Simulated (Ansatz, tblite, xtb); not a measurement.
**A ladder of methods for SiNH3OF2 (SMILES N[Si](O)(F)F)**

The species is SiNH3OF2 (8 atoms), meant as a singlet with charge 0. As SMILES, `N[Si](O)(F)F`. Geometry: relaxed at PBE0-D4/def2-TZVP. This is one conformer, not always the lowest.

```xyz
8

N    -0.4423    1.0468    0.3354
Si    0.1497   -0.3262   -0.4428
O     0.3873   -1.5589    0.5789
F    -0.7876   -0.9304   -1.5633
F     1.4755    0.1241   -1.1831
H    -1.2660    1.0054    0.9119
H    -0.3117    1.9594   -0.0683
H     0.8873   -1.3772    1.3755
```

Quantity: the dipole moment, in D. The values are calculated.

```json
{"level": "GFN1-xTB", "kind": "semi-empirical", "program": "tblite", "value (D)": "4.09", "CPU time": "under 2 s"}
{"level": "GFN2-xTB", "kind": "semi-empirical", "program": "xtb", "value (D)": "3.71", "CPU time": "under 2 s"}
{"level": "GFN0-xTB", "kind": "semi-empirical", "program": "xtb", "value (D)": "3.36", "CPU time": "under 2 s"}
{"level": "IPEA1-xTB", "kind": "semi-empirical", "program": "tblite", "value (D)": "4.18", "CPU time": "under 2 s"}
{"level": "HF/STO-3G", "kind": "Hartree–Fock", "program": "Ansatz", "value (D)": "2.13", "CPU time": "2.3 s"}
{"level": "HF/3-21G", "kind": "Hartree–Fock", "program": "Ansatz", "value (D)": "4.04", "CPU time": "3.2 s"}
{"level": "HF/def2-SVP", "kind": "Hartree–Fock", "program": "Ansatz", "value (D)": "3.61", "CPU time": "7.2 s"}
{"level": "HF/6-311G**", "kind": "Hartree–Fock", "program": "Ansatz", "value (D)": "3.68", "CPU time": "12 s"}
{"level": "SVWN5/STO-3G", "kind": "LDA", "program": "Ansatz", "value (D)": "1.85", "CPU time": "3.5 s"}
{"level": "PBE/6-311G**", "kind": "GGA", "program": "Ansatz", "value (D)": "3.38", "CPU time": "11 s"}
```

The values span 1.85 to 4.18 D. Sets without polarisation functions give poor dipoles. Times are those of the runs behind each value, whatever else they computed, on shared processors of several kinds: orders of magnitude only.

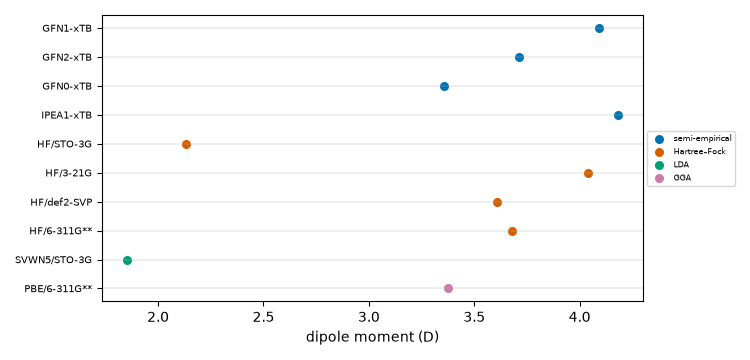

The values of the table, level by level.
